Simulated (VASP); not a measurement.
Data:

```
CELL_PARAMETERS angstrom
      3.12138     0.01040     0.00476
      0.57727     4.96863     0.00299
      0.30212     0.14263     5.06555
ATOMIC_POSITIONS crystal
  Li 0.48665 0.16206 0.58549
  Li 0.98665 0.66206 0.58549
  Mn 0.52948 0.50839 0.02467
  Mn 0.02948 0.00839 0.02467
  O  0.94630 0.31533 0.78266
  O  0.44630 0.81533 0.78266
  O  0.53766 0.18093 0.21578
  O  0.03766 0.68093 0.21578
```

These are PBEsol GGA, VASP's PBE PAW potentials (set 64) (plane waves; VASP) values and carry that method's errors. Settings: 520 eV cut-off, 8×5×5 Γ-centred mesh, tetrahedra with Blöchl corrections, potentials Li_sv Mn_pv O.

The run has a spin-polarised start.

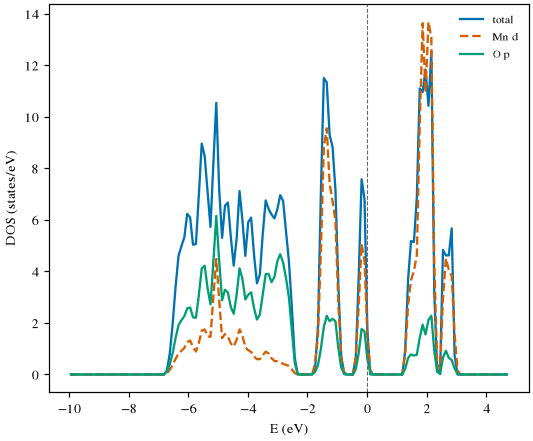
Total and projected density of states, zero at the valence-band maximum

Within 2 eV below the valence-band maximum the largest weight inside VASP's projection spheres is Mn d, then O p.

It has a band gap.

The structure comes from a computed database's LiMnO2 entry; how it stands against other phases isn't given here. It was relaxed first.
